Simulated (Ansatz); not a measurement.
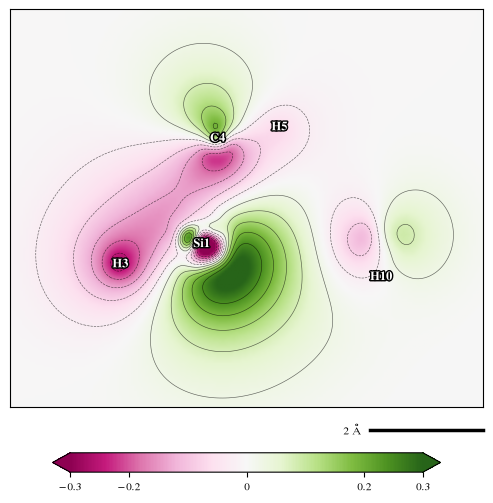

Figure. CH$_{5}$Si···H$_{2}$O (doublet). The HOMO (α) on the plane of atoms Si1, C4 and H5 (values in Å⁻³ᐟ²; the overall sign is arbitrary).

These are results of UKS PBE0-D4/6-31G* (Ansatz 0.2.0), not measurements.

```yaml
atoms:
  - { symbol: Si, position_ang: [0.4688, 0.0773, -0.2536] }
  - { symbol: H, position_ang: [0.0165, 0.2452, 2.8374] }
  - { symbol: H, position_ang: [1.4523, 0.0358, -1.3828] }
  - { symbol: C, position_ang: [-0.7652, 1.4857, -0.4367] }
  - { symbol: H, position_ang: [-1.4234, 1.4957, 0.4366] }
  - { symbol: H, position_ang: [-0.2550, 2.4519, -0.5031] }
  - { symbol: H, position_ang: [-1.3740, 1.3589, -1.3405] }
  - { symbol: H, position_ang: [-0.2013, -1.2584, -0.1739] }
  - { symbol: O, position_ang: [-0.8980, 0.0418, 2.6010] }
  - { symbol: H, position_ang: [-0.8930, -0.9151, 2.4691] }
```

Describe this orbital and give its energy.

Answer. It lies mainly on Si1 (about 75 %), C4 (about 5 %) and H3 (about 5 %). Its energy is −5.71 eV.
